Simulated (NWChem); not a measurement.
# GaH$_{2}$ClF (charge −1): energy and gradient calculation (part 1 of 2)

The run: energy and gradient calculation of GaH$_{2}$ClF, charge −1, SMILES [F][GaH2-][Cl]. Method and program: HF/3-21G, RHF (NWChem 7.3.0).

The geometry comes from this level: GFN2-xTB.

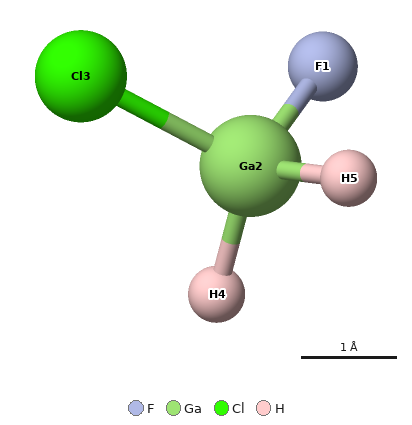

Figure 1. The structure as given in the input (ball-and-stick view, seen at a tilt; atoms are numbered from 1 in the order of the input). Sticks mark near contacts. Bond lengths as drawn: Cl–Ga 2.14 Å, F–Ga 1.80 Å and Ga–H 1.57 Å.

**The input**
```
echo
start clfgah2
title "ClFGaH2"
memory stack 880 mb heap 220 mb global 1100 mb
charge -1

geometry noautosym nocenter noautoz
  F     -1.198110     0.179830     1.276450
  Ga    -0.046750     0.063610    -0.096560
  Cl     1.636830    -1.117600     0.501170
  H     -0.809150    -0.649500    -1.262850
  H      0.417180     1.523660    -0.418210
end

basis spherical bse
  * library 3-21G
end

scf
  singlet
  rhf
  thresh 1e-08
  maxiter 80
end

task scf gradient
```

Machine: 1 thread of AMD EPYC (Zen 5), 176 GiB of memory available, shared host.

Run as:
```bash
nwchem clfgah2.nw > clfgah2.out
```

**What the program printed**
```
============================== echo of input deck ==============================
echo
start clfgah2
title "ClFGaH2"
memory stack 880 mb heap 220 mb global 1100 mb
charge -1

geometry noautosym nocenter noautoz
  F     -1.198110     0.179830     1.276450
  Ga    -0.046750     0.063610    -0.096560
  Cl     1.636830    -1.117600     0.501170
  H     -0.809150    -0.649500    -1.262850
  H      0.417180     1.523660    -0.418210
end

basis spherical bse
  * library 3-21G
end

scf
  singlet
  rhf
  thresh 1e-08
  maxiter 80
end

task scf gradient
================================================================================

             Northwest Computational Chemistry Package (NWChem) 7.3.0
             --------------------------------------------------------

           Job information
           ---------------

    nwchem branch   = 7.3.0
    use scalapack   = T
    input           = clfgah2.nw
    prefix          = clfgah2.
    data base       = ./clfgah2.db
    status          = startup
    nproc           =        1

           Memory information
           ------------------

    heap     =     28835836 doubles =      220.0 Mbytes
    stack    =    115343361 doubles =      880.0 Mbytes
    global   =    144179200 doubles =     1100.0 Mbytes (distinct from heap & stack)
    total    =    288358397 doubles =     2200.0 Mbytes
    verify   = yes
    hardfail = no

           Directory information
           ---------------------

  0 permanent = .
  0 scratch   = .

                                NWChem Input Module
                                -------------------

                                      ClFGaH2
                                      -------

 Scaling coordinates for geometry "geometry" by  1.889725989
 (inverse scale =  0.529177249)

                             Geometry "geometry" -> ""
                             -------------------------

 Output coordinates in angstroms (scale by  1.889725989 to convert to a.u.)

  No.       Tag          Charge          X              Y              Z
 ---- ---------------- ---------- -------------- -------------- --------------
    1 F                    9.0000    -1.19811000     0.17983000     1.27645000
    2 Ga                  31.0000    -0.04675000     0.06361000    -0.09656000
    3 Cl                  17.0000     1.63683000    -1.11760000     0.50117000
    4 H                    1.0000    -0.80915000    -0.64950000    -1.26285000
    5 H                    1.0000     0.41718000     1.52366000    -0.41821000

      Atomic Mass
      -----------

      F                 18.998400
      Ga                68.925700
      Cl                34.968850
      H                  1.007825

 Effective nuclear repulsion energy (a.u.)     268.2202899484

            Nuclear Dipole moment (a.u.)
            ----------------------------
        X                 Y               Z
 ---------------- ---------------- ----------------
    28.7274255058   -27.4665247372    28.9761512404

            XYZ format geometry
            -------------------
     5
 geometry
 F                    -1.19811000     0.17983000     1.27645000
 Ga                   -0.04675000     0.06361000    -0.09656000
 Cl                    1.63683000    -1.11760000     0.50117000
 H                    -0.80915000    -0.64950000    -1.26285000
 H                     0.41718000     1.52366000    -0.41821000

 ==============================================================================
                                internuclear distances
 ------------------------------------------------------------------------------
       center one      |      center two      | atomic units |  angstroms
 ------------------------------------------------------------------------------
    2 Ga               |   1 F                |     3.39325  |     1.79563
    3 Cl               |   2 Ga               |     4.04727  |     2.14172
    4 H                |   2 Ga               |     2.95790  |     1.56525
    5 H                |   2 Ga               |     2.95815  |     1.56539
 ------------------------------------------------------------------------------
                         number of included internuclear distances:          4
 ==============================================================================

 ==============================================================================
                                 internuclear angles
 ------------------------------------------------------------------------------
        center 1       |       center 2       |       center 3       |  degrees
 ------------------------------------------------------------------------------
    1 F                |   2 Ga               |   3 Cl               |   109.05
    1 F                |   2 Ga               |   4 H                |   106.67
    1 F                |   2 Ga               |   5 H                |   106.67
    3 Cl               |   2 Ga               |   4 H                |   109.85
    3 Cl               |   2 Ga               |   5 H                |   109.80
    4 H                |   2 Ga               |   5 H                |   114.59
 ------------------------------------------------------------------------------
                            number of included internuclear angles:          6
 ==============================================================================

 Summary of "ao basis" -> "" (spherical)
 ------------------------------------------------------------------------------
       Tag                 Description            Shells   Functions and Types
 ---------------- ------------------------------  ------  ---------------------
 *                           3-21G                    on all atoms

                      Basis "ao basis" -> "ao basis" (spherical)
                      -----
  [basis functions not shown]

 Summary of "ao basis" -> "ao basis" (spherical)
 ------------------------------------------------------------------------------
       Tag                 Description            Shells   Functions and Types
 ---------------- ------------------------------  ------  ---------------------
 F                           3-21G                   5        9   3s2p
 Ga                          3-21G                  10       22   5s4p1d
 Cl                          3-21G                   7       13   4s3p
 H                           3-21G                   2        2   2s

                                 NWChem SCF Module
                                 -----------------

                                      ClFGaH2

  ao basis        = "ao basis"
  functions       =    48
  atoms           =     5
  closed shells   =    30
  open shells     =     0
  charge          =  -1.00
  wavefunction    = RHF
  input vectors   = atomic
  output vectors  = ./clfgah2.movecs
  use symmetry    = F
  symmetry adapt  = F

 Summary of "ao basis" -> "ao basis" (spherical)
 ------------------------------------------------------------------------------
       Tag                 Description            Shells   Functions and Types
 ---------------- ------------------------------  ------  ---------------------
 F                           3-21G                   5        9   3s2p
 Ga                          3-21G                  10       22   5s4p1d
 Cl                          3-21G                   7       13   4s3p
 H                           3-21G                   2        2   2s

 Forming initial guess at       0.0s

      Superposition of Atomic Density Guess
      -------------------------------------

 Sum of atomic energies:       -2470.92859994

 Renormalizing density from      59.00 to     60

      Non-variational initial energy
      ------------------------------

 Total energy =   -2496.085118
 1-e energy   =   -4051.133487
 2-e energy   =    1286.828079
 HOMO         =      -0.039258
 LUMO         =       0.317620

 Starting SCF solution at       0.1s

 ----------------------------------------------
         Quadratically convergent ROHF

 Convergence threshold     :          1.000E-08
 Maximum no. of iterations :           80
 Final Fock-matrix accuracy:          1.000E-10
 ----------------------------------------------

              iter       energy          gnorm     gmax       time
             ----- ------------------- --------- --------- --------
                 1    -2471.2549394237  1.29D+00  3.62D-01      0.2
                 2    -2471.3470930421  4.06D-01  1.59D-01      0.2
                 3    -2471.3511364995  1.98D-01  5.08D-02      0.4
                 4    -2471.3532263078  5.05D-03  1.53D-03      0.6
                 5    -2471.3532297175  5.64D-06  1.64D-06      1.0
                 6    -2471.3532297175  9.45D-10  5.74D-10      1.5

       Final RHF  results
       ------------------

         Total SCF energy =  -2471.353229717524
      One-electron energy =  -3996.641713472727
      Two-electron energy =   1257.068193806830
 Nuclear repulsion energy =    268.220289948373

        Time for solution =      1.4s

             Final eigenvalues
             -----------------

              1
    1 -376.2340
    2 -103.8789
    3  -47.7638
    4  -42.0230
    5  -42.0223
    6  -42.0223
    7  -25.8479
    8  -10.2739
    9   -7.7373
   10   -7.7343
   11   -7.7342
   12   -6.1527
   13   -4.2304
   14   -4.2266
   15   -4.2261
   16   -1.2577
   17   -0.9283
   18   -0.9112
   19   -0.9101
   20   -0.9066
   21   -0.9048
   22   -0.8602
   23   -0.4311
   24   -0.3538
   25   -0.3501
   26   -0.3285
   27   -0.2776
   28   -0.2698
   29   -0.2502
   30   -0.2051
   31    0.3150
   32    0.3290
   33    0.3749
   34    0.3973
   35    0.4909
   36    0.5707
   37    0.5802
   38    0.6470
   39    0.9750
   40    1.0352

                       ROHF Final Molecular Orbital Analysis
                       -------------------------------------

 Vector   16  Occ=2.000000D+00  E=-1.257660D+00
              MO Center= -1.1D+00,  1.7D-01,  1.2D+00, r^2= 4.2D-01
   Bfn.  Coefficient  Atom+Function         Bfn.  Coefficient  Atom+Function
  ----- ------------  ---------------      ----- ------------  ---------------
     6      0.795849  1 F  s                  1     -0.249039  1 F  s
     2      0.233593  1 F  s

 Vector   17  Occ=2.000000D+00  E=-9.282759D-01
              MO Center=  3.1D-01, -1.9D-01,  3.2D-02, r^2= 1.0D+00
   Bfn.  Coefficient  Atom+Function         Bfn.  Coefficient  Atom+Function
  ----- ------------  ---------------      ----- ------------  ---------------
    27      0.652435  2 Ga d -2              41     -0.357856  3 Cl s
    29      0.341959  2 Ga d  0              30      0.299119  2 Ga d  1
    31     -0.250808  2 Ga d  2              37     -0.217871  3 Cl s
    33      0.215544  3 Cl s                 28      0.210549  2 Ga d -1

 Vector   18  Occ=2.000000D+00  E=-9.112243D-01
              MO Center= -4.6D-02,  6.5D-02, -1.0D-01, r^2= 2.3D-01
   Bfn.  Coefficient  Atom+Function         Bfn.  Coefficient  Atom+Function
  ----- ------------  ---------------      ----- ------------  ---------------
    31      0.698045  2 Ga d  2              30     -0.466410  2 Ga d  1
    29      0.352450  2 Ga d  0              28      0.346714  2 Ga d -1
    27      0.185613  2 Ga d -2
```
